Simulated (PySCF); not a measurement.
## P2H4 (charge +1): geometry relaxation (part 1 of 2)

P2H4, charge +1, multiplicity 2, computed with HF/6-31G*, UHF (PySCF 2.14.0).

The atoms were displaced at random from an optimised geometry. The geometry is that of the parent species in another charge or spin state. Figures and captions count atoms from 1; the log counts them from 0 in places.

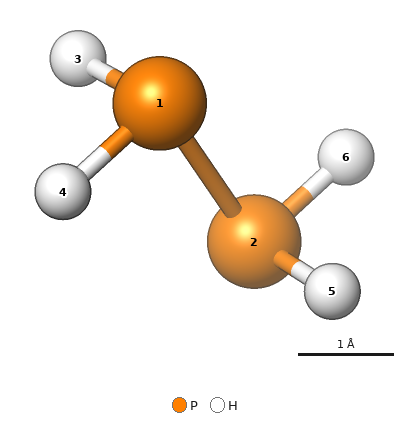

Fig. 1: The starting structure (ball-and-stick view, seen at a tilt; atoms are numbered from 1 in the order of the input). Bond lengths as drawn: H–P 1.38 to 1.46 Å and P–P 2.21 Å.

Input (job.py)
```python
from pyscf import gto, scf, symm
from pyscf.hessian import thermo
from pyscf.geomopt.geometric_solver import kernel as optimise

molecule = gto.M(
    atom='''
P      0.724062    -1.969597    -0.122549
P     -0.644542     1.957949     0.210652
H     -0.956279    -2.856544     1.806452
H     -1.058511    -2.680391    -2.094272
H      0.917385     2.865692    -1.759966
H      1.074253     2.609341     2.057192
''',
    basis='6-31g*',
    charge=1,
    max_memory=1860,
    unit='bohr',
    verbose=3,
    spin=1,
)

myscf = scf.UHF(molecule)
myscf.conv_tol = 1e-10
myscf = myscf.newton()
converged, mol_eq = optimise(myscf, maxsteps=80)
print('converged:', converged)
print(mol_eq.tostring())

myscf.reset(mol_eq)
molecule = mol_eq
myscf.kernel()
e_final = myscf.e_tot
print(f'total energy: {e_final:.8f} hartree')
hess = myscf.Hessian().kernel()
modes = thermo.harmonic_analysis(molecule, hess)
thermo.dump_normal_mode(molecule, modes)
symm.geom.TOLERANCE = 1e-3  # for the symmetry number
th = thermo.thermo(myscf, modes['freq_au'], 298.15, 101325)
thermo.dump_thermo(molecule, th)
```

Machine: 1 thread of Intel Xeon (Granite Rapids), 16 GiB of memory available, shared host.

Command:
```bash
OMP_NUM_THREADS=1 python job.py
```

Output
```
#|     Arguments passed to driver run_optimizer():      |#
customengine              <pyscf.geomopt.geometric_solver.PySCFEngine object>
maxiter                   80
----------------------------------------------------------
Custom engine selected.
Bonds will be generated from interatomic distances less than 1.20 times sum of covalent radii
18 internal coordinates being used (instead of 18 Cartesians)
Internal coordinate system (atoms numbered from 1):
Distance 1-2
Distance 1-3
Distance 1-4
Distance 2-5
Distance 2-6
Angle 2-1-3
Angle 2-1-4
Angle 3-1-4
Angle 1-2-5
Angle 1-2-6
Angle 5-2-6
Dihedral 3-1-2-5
Dihedral 3-1-2-6
Dihedral 4-1-2-5
Dihedral 4-1-2-6
Translation-X 1-6
Translation-Y 1-6
Translation-Z 1-6
Rotation-A 1-6
Rotation-B 1-6
Rotation-C 1-6
<class 'geometric.internal.Distance'> : 5
<class 'geometric.internal.Angle'> : 6
<class 'geometric.internal.Dihedral'> : 4
<class 'geometric.internal.TranslationX'> : 1
<class 'geometric.internal.TranslationY'> : 1
<class 'geometric.internal.TranslationZ'> : 1
<class 'geometric.internal.RotationA'> : 1
<class 'geometric.internal.RotationB'> : 1
<class 'geometric.internal.RotationC'> : 1
> ===== Optimization Info: ====
> Job type: Energy minimization
> Maximum number of optimization cycles: 80
> Initial / maximum trust radius (Angstrom): 0.100 / 0.300
> Convergence Criteria:
> Will converge when all 5 criteria are reached:
>  |Delta-E| < 1.00e-06
>  RMS-Grad  < 3.00e-04
>  Max-Grad  < 4.50e-04
>  RMS-Disp  < 1.20e-03
>  Max-Disp  < 1.80e-03
> === End Optimization Info ===

Geometry optimization cycle 1
Cartesian coordinates (Angstrom)
 Atom        New coordinates             dX        dY        dZ
   P   0.383157  -1.042266  -0.064850   -0.000000  0.000000  0.000000
   P  -0.341077   1.036102   0.111472    0.000000  0.000000  0.000000
   H  -0.506041  -1.511618   0.955933    0.000000  0.000000 -0.000000
   H  -0.560140  -1.418402  -1.108241    0.000000  0.000000  0.000000
   H   0.485459   1.516459  -0.931334    0.000000  0.000000  0.000000
   H   0.568470   1.380804   1.088619    0.000000  0.000000  0.000000

WARN: HOMO -0.235979758950854 >= LUMO -0.235979758950854

converged SCF energy = -683.438916108181  <S^2> = 0.8160884  2S+1 = 2.0650311
--------------- SecondOrderUHF_Scanner gradients ---------------
         x                y                z
0 P     0.0694612736     0.0093032151     0.0034669783
1 P    -0.0424658269     0.0040335289     0.0174570487
2 H    -0.0221919486     0.0058768014     0.0059023757
3 H    -0.0269072834     0.0007712976    -0.0110689608
4 H     0.0166472100    -0.0080976423    -0.0020905506
5 H     0.0054565754    -0.0118872007    -0.0136668914
----------------------------------------------
cycle 1: E = -683.438916108  dE = -683.439  norm(grad) = 0.0957168
Step    0 : Gradient = 3.908e-02/7.017e-02 (rms/max) Energy = -683.4389161082
Hessian Eigenvalues: 2.30000e-02 5.00000e-02 5.00000e-02 ... 2.01973e-01 2.12458e-01 2.35505e-01

Geometry optimization cycle 2
Cartesian coordinates (Angstrom)
 Atom        New coordinates             dX        dY        dZ
   P   0.287754  -1.083318  -0.062725   -0.095404 -0.041052  0.002125
   P  -0.259777   1.064759   0.096006    0.081300  0.028657 -0.015466
   H  -0.510996  -1.638434   0.952448   -0.004955 -0.126816 -0.003485
   H  -0.558704  -1.512170  -1.108603    0.001436 -0.093768 -0.000362
   H   0.490079   1.631533  -0.942743    0.004620  0.115074 -0.011409
   H   0.581472   1.498709   1.117216    0.013002  0.117905  0.028597
converged SCF energy = -683.455227578021  <S^2> = 0.81345268  2S+1 = 2.0624768
--------------- SecondOrderUHF_Scanner gradients ---------------
         x                y                z
0 P     0.0274539007     0.0007281790     0.0012366506
1 P    -0.0200312672     0.0036176861     0.0046177197
2 H    -0.0098723875    -0.0021605356    -0.0007302538
3 H    -0.0110966512    -0.0037423057    -0.0013524150
4 H     0.0079706440     0.0013529958     0.0013481665
5 H     0.0055757612     0.0002039803    -0.0051198679
----------------------------------------------
cycle 2: E = -683.455227578  dE = -0.0163115  norm(grad) = 0.0394664
Step    1 : Displace = 1.093e-01/1.270e-01 (rms/max) Trust = 1.000e-01 (=) Grad = 1.611e-02/2.749e-02 (rms/max) E (change) = -683.4552275780 (-1.631e-02) Quality = 0.866
Hessian Eigenvalues: 2.30016e-02 5.00000e-02 5.00000e-02 ... 2.11861e-01 2.31377e-01 2.58743e-01

Geometry optimization cycle 3
Cartesian coordinates (Angstrom)
 Atom        New coordinates             dX        dY        dZ
   P   0.230485  -1.086911  -0.063516   -0.057268 -0.003594 -0.000791
   P  -0.211694   1.058841   0.087393    0.048083 -0.005918 -0.008614
   H  -0.482349  -1.632414   0.993458    0.028647  0.006020  0.041010
   H  -0.535100  -1.485253  -1.143431    0.023604  0.026917 -0.034828
   H   0.468566   1.617769  -0.986724   -0.021513 -0.013764 -0.043981
   H   0.559920   1.489047   1.164419   -0.021552 -0.009662  0.047204
converged SCF energy = -683.459036759381  <S^2> = 0.80712002  2S+1 = 2.0563268
--------------- SecondOrderUHF_Scanner gradients ---------------
         x                y                z
0 P    -0.0005589160    -0.0092397772    -0.0021540932
1 P    -0.0033699668     0.0067698973    -0.0011637084
2 H     0.0005772667     0.0010253738    -0.0018772603
3 H     0.0020256966     0.0015748910     0.0036514726
4 H     0.0000253667    -0.0004250076     0.0008554427
5 H     0.0013005528     0.0002946227     0.0006881464
----------------------------------------------
cycle 3: E = -683.459036759  dE = -0.00380918  norm(grad) = 0.0132988
Step    2 : Displace = 5.183e-02/5.795e-02 (rms/max) Trust = 1.414e-01 (+) Grad = 5.429e-03/9.504e-03 (rms/max) E (change) = -683.4590367594 (-3.809e-03) Quality = 1.056
Hessian Eigenvalues: 2.29834e-02 5.00000e-02 5.00000e-02 ... 2.13601e-01 2.31870e-01 2.68457e-01

Geometry optimization cycle 4
Cartesian coordinates (Angstrom)
 Atom        New coordinates             dX        dY        dZ
   P   0.223322  -1.075640  -0.062728   -0.007163  0.011271  0.000788
   P  -0.201844   1.050664   0.086739    0.009850 -0.008177 -0.000654
   H  -0.475841  -1.629744   1.004664    0.006508  0.002670  0.011206
   H  -0.537728  -1.485179  -1.155455   -0.002628  0.000074 -0.012024
   H   0.469139   1.615584  -0.991698    0.000573 -0.002185 -0.004974
   H   0.552781   1.485393   1.170077   -0.007139 -0.003654  0.005658
converged SCF energy = -683.459308342228  <S^2> = 0.80336455  2S+1 = 2.052671
--------------- SecondOrderUHF_Scanner gradients ---------------
         x                y                z
0 P     0.0007198252    -0.0017347762     0.0007580018
1 P     0.0000438058     0.0020990232     0.0002123003
2 H    -0.0000161521    -0.0003041561     0.0003190081
3 H    -0.0005461916    -0.0004666073    -0.0012277350
4 H    -0.0001243225     0.0001802720    -0.0000719793
5 H    -0.0000769648     0.0002262444     0.0000104040
----------------------------------------------
cycle 4: E = -683.459308342  dE = -0.000271583  norm(grad) = 0.00329899
Step    3 : Displace = 1.152e-02/1.333e-02 (rms/max) Trust = 2.000e-01 (+) Grad = 1.347e-03/2.110e-03 (rms/max) E (change) = -683.4593083422 (-2.716e-04) Quality = 1.092
Hessian Eigenvalues: 2.28231e-02 5.00000e-02 5.00000e-02 ... 2.29517e-01 2.54133e-01 2.56638e-01

Geometry optimization cycle 5
Cartesian coordinates (Angstrom)
 Atom        New coordinates             dX        dY        dZ
   P   0.223165  -1.070225  -0.064033   -0.000157  0.005415 -0.001305
   P  -0.202116   1.045768   0.085244   -0.000272 -0.004896 -0.001495
   H  -0.473312  -1.623984   1.004199    0.002529  0.005759 -0.000466
   H  -0.537431  -1.480540  -1.152324    0.000297  0.004639  0.003131
   H   0.469558   1.611323  -0.992204    0.000419 -0.004261 -0.000506
   H   0.549964   1.478737   1.170718   -0.002817 -0.006656  0.000640
converged SCF energy = -683.459335227502  <S^2> = 0.80209455  2S+1 = 2.0514332
--------------- SecondOrderUHF_Scanner gradients ---------------
         x                y                z
0 P    -0.0003941597     0.0001273392    -0.0001674197
1 P     0.0002898029    -0.0002460396     0.0000849441
2 H     0.0000300183    -0.0000415192    -0.0000587667
3 H     0.0002401821     0.0001107252     0.0002473458
4 H    -0.0000817920     0.0000119875    -0.0000506948
5 H    -0.0000840516     0.0000375069    -0.0000554088
----------------------------------------------
cycle 5: E = -683.459335228  dE = -2.68853e-05  norm(grad) = 0.000713789
Step    4 : Displace = 5.769e-03/7.249e-03 (rms/max) Trust = 2.828e-01 (+) Grad = 2.914e-04/4.468e-04 (rms/max) E (change) = -683.4593352275 (-2.689e-05) Quality = 0.910
Hessian Eigenvalues: 2.23103e-02 5.00000e-02 5.00000e-02 ... 2.27027e-01 2.48431e-01 2.64522e-01

Geometry optimization cycle 6
Cartesian coordinates (Angstrom)
 Atom        New coordinates             dX        dY        dZ
   P   0.223751  -1.070421  -0.064487    0.000586 -0.000195 -0.000454
   P  -0.202937   1.046292   0.084777   -0.000821  0.000524 -0.000467
   H  -0.472598  -1.623214   1.004406    0.000714  0.000770  0.000208
   H  -0.538453  -1.481520  -1.152317   -0.001022 -0.000980  0.000007
   H   0.470576   1.611832  -0.991524    0.001018  0.000509  0.000680
   H   0.549490   1.478110   1.170745   -0.000474 -0.000628  0.000027
converged SCF energy = -683.45933643128  <S^2> = 0.80226247  2S+1 = 2.0515969
--------------- SecondOrderUHF_Scanner gradients ---------------
         x                y                z
0 P     0.0000056890     0.0000023903     0.0000762178
1 P     0.0000386907    -0.0000367095     0.0000143699
2 H    -0.0000121041    -0.0000001176    -0.0000428869
3 H    -0.0000001086     0.0000249394    -0.0000296886
4 H    -0.0000408902    -0.0000181554    -0.0000167989
5 H     0.0000087231     0.0000276528    -0.0000012133
----------------------------------------------
cycle 6: E = -683.459336431  dE = -1.20378e-06  norm(grad) = 0.000124553
Step    5 : Displace = 1.102e-03/1.423e-03 (rms/max) Trust = 3.000e-01 (+) Grad = 5.085e-05/7.647e-05 (rms/max) E (change) = -683.4593364313 (-1.204e-06) Quality = 1.203
Hessian Eigenvalues: 1.68229e-02 5.00000e-02 5.00000e-02 ... 2.38393e-01 2.49386e-01 2.83290e-01

Geometry optimization cycle 7
Cartesian coordinates (Angstrom)
 Atom        New coordinates             dX        dY        dZ
   P   0.223725  -1.070260  -0.065208   -0.000026  0.000160 -0.000721
   P  -0.203329   1.046607   0.084122   -0.000392  0.000314 -0.000655
   H  -0.471500  -1.622577   1.004794    0.001098  0.000637  0.000388
   H  -0.539461  -1.482463  -1.152028   -0.001008 -0.000943  0.000289
   H   0.471830   1.612519  -0.991010    0.001254  0.000687  0.000514
   H   0.548563   1.477254   1.170929   -0.000927 -0.000856  0.000185
converged SCF energy = -683.459336804706  <S^2> = 0.8023072  2S+1 = 2.0516405
--------------- SecondOrderUHF_Scanner gradients ---------------
         x                y                z
0 P     0.0000994850    -0.0000156624     0.0000473517
1 P    -0.0000205537     0.0000064522     0.0000308599
2 H    -0.0000426923    -0.0000027707    -0.0000004041
3 H    -0.0000369133     0.0000076390    -0.0000505645
4 H    -0.0000119853    -0.0000090914    -0.0000169417
5 H     0.0000126595     0.0000134334    -0.0000103013
----------------------------------------------
cycle 7: E = -683.459336805  dE = -3.73426e-07  norm(grad) = 0.000143421
Step    6 : Displace = 1.219e-03/1.511e-03 (rms/max) Trust = 3.000e-01 (=) Grad = 5.855e-05/1.113e-04 (rms/max) E (change) = -683.4593368047 (-3.734e-07) Quality = 1.537
Hessian Eigenvalues: 6.68361e-03 5.00000e-02 5.00000e-02 ... 2.37057e-01 2.51519e-01 3.02461e-01

Geometry optimization cycle 8
Cartesian coordinates (Angstrom)
 Atom        New coordinates             dX        dY        dZ
   P   0.223286  -1.069771  -0.066410   -0.000440  0.000489 -0.001202
   P  -0.203809   1.047113   0.082914   -0.000480  0.000507 -0.001209
   H  -0.469349  -1.621593   1.005478    0.002151  0.000985  0.000684
   H  -0.541158  -1.484006  -1.151538   -0.001696 -0.001543  0.000490
   H   0.474029   1.613569  -0.990248    0.002199  0.001050  0.000762
   H   0.546829   1.475767   1.171404   -0.001734 -0.001487  0.000475
converged SCF energy = -683.459337139991  <S^2> = 0.80232366  2S+1 = 2.0516566
--------------- SecondOrderUHF_Scanner gradients ---------------
         x                y                z
0 P     0.0000934572    -0.0000242118     0.0000338783
1 P    -0.0000245528     0.0000156879     0.0000046371
2 H    -0.0000254336     0.0000121637     0.0000001725
3 H    -0.0000471967    -0.0000068757    -0.0000374147
4 H    -0.0000005091     0.0000021807     0.0000010856
5 H     0.0000042352     0.0000010552    -0.0000023588
----------------------------------------------
cycle 8: E = -683.45933714  dE = -3.35285e-07  norm(grad) = 0.000125853
Step    7 : Displace = 2.135e-03/2.538e-03 (rms/max) Trust = 3.000e-01 (=) Grad = 5.138e-05/1.023e-04 (rms/max) E (change) = -683.4593371400 (-3.353e-07) Quality = 1.197
Hessian Eigenvalues: 5.76555e-03 5.00000e-02 5.00000e-02 ... 2.36020e-01 2.50878e-01 2.92171e-01

Geometry optimization cycle 9
Cartesian coordinates (Angstrom)
 Atom        New coordinates             dX        dY        dZ
   P   0.222949  -1.069493  -0.066713   -0.000337  0.000278 -0.000302
   P  -0.203950   1.047334   0.082611   -0.000142  0.000221 -0.000303
   H  -0.468701  -1.621503   1.005712    0.000648  0.000090  0.000234
   H  -0.541510  -1.484379  -1.151449   -0.000352 -0.000373  0.000089
   H   0.474646   1.613738  -0.990106    0.000617  0.000169  0.000142
   H   0.546395   1.475382   1.171545   -0.000434 -0.000385  0.000140
converged SCF energy = -683.459337198048  <S^2> = 0.80231198  2S+1 = 2.0516452
--------------- SecondOrderUHF_Scanner gradients ---------------
         x                y                z
0 P     0.0000429086    -0.0000149074    -0.0000072126
1 P     0.0000054345    -0.0000004527    -0.0000014899
2 H    -0.0000169989     0.0000057442     0.0000088356
3 H    -0.0000195917     0.0000002400    -0.0000030218
4 H    -0.0000039170     0.0000077822     0.0000002759
5 H    -0.0000078356     0.0000015937     0.0000026128
----------------------------------------------
cycle 9: E = -683.459337198  dE = -5.80576e-08  norm(grad) = 5.55622e-05
```
